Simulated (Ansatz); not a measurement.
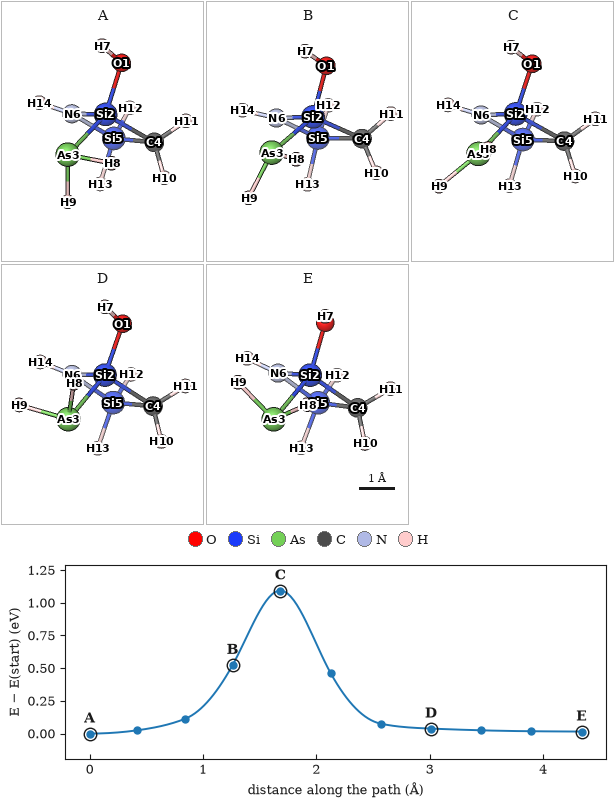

A search for the minimum-energy path of CH$_{8}$AsNOSi$_{2}$ by the nudged elastic band. Images are numbered from 0 (start) to 10 (end). Frames A to E are images 0, 3, 4, 7, 10. Style: ball-and-stick. Shown from a free direction.

The calculation used Ansatz 0.2.0, RHF/def2-SVP. Run with 9 movable images; climbing image; force threshold 0.03 eV/Å; iteration limit 48; starting path through a guess of the saddle point.

**Describe the mechanism and the energy profile.**

The motion is an umbrella inversion at As3. No bond forms or breaks between the ends. Among the angles between lasting bonds that change up to the highest image: Si2–As3–H8 95.8° → 125.3°, Si2–As3–H9 95.4° → 123.4°. The energy climbs by 1.09 eV to image 4 and then falls by 1.08 eV, so the end point sits at +0.02 eV. The band is converged. At the top, the vibrational analysis gives one imaginary mode (703i cm⁻¹), as a transition state must have.

Limits of the set-up: Hartree-Fock leaves out electron correlation.
